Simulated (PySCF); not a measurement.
```yaml
atoms:
  - { symbol: N, position_ang: [0.0000, 0.0000, -0.6126] }
  - { symbol: O, position_ang: [0.0000, 0.0000, 0.5364] }
```

Level of theory: PBE0/pcseg-1, non-relativistic, at a bond length of 1.149 Å in PySCF 2.14.0.

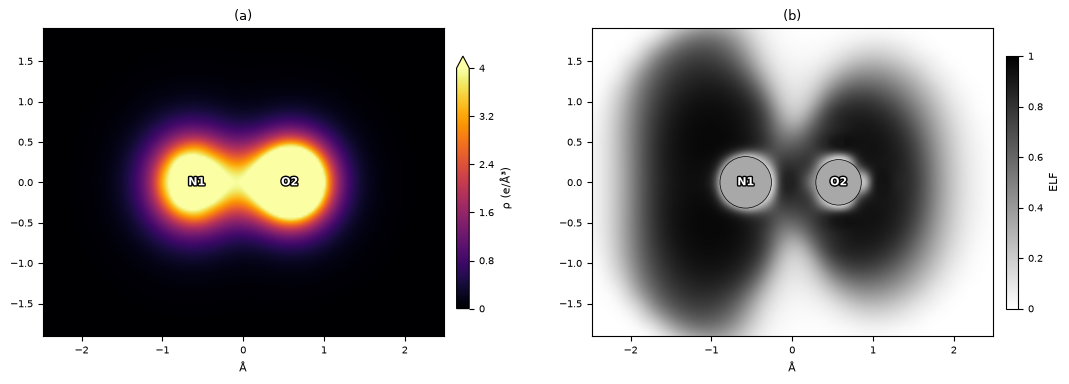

NO (doublet). (a) total electron density; (b) electron localisation function on a plane that holds the molecular axis. Grey discs cover the atomic cores in the ELF map.

Q: Interpret the plot.

A: Atoms in the plane: N and O. N–O (1.15 Å): the density is about 4.1 e/Å³ at the midpoint; the ELF peaks at about 0.85 between the atoms; a multiple bond. The ELF also peaks beside N1 and O2, away from the bonds: non-bonding electrons, paired or unpaired.
